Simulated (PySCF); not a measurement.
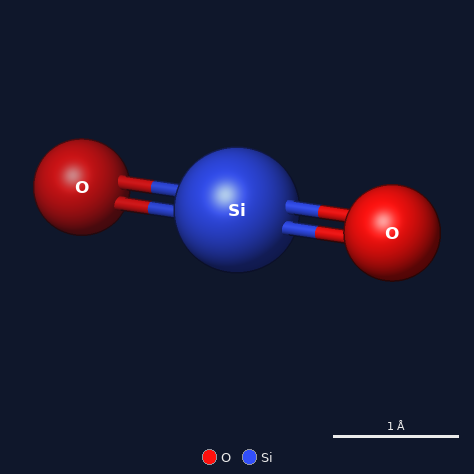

Atoms fade into the background with distance from the viewer. The computed structure is the end point of a PBE0-D3(BJ)/def2-SVP optimisation. No frequency run is at hand to confirm it as a minimum. Masses are those of the most abundant isotopes; constants are for the rigid equilibrium geometry.

What kind of rotor is it, and what are its rotational constants in GHz?

A linear rotor (D∞h) with B = 6.85 GHz.
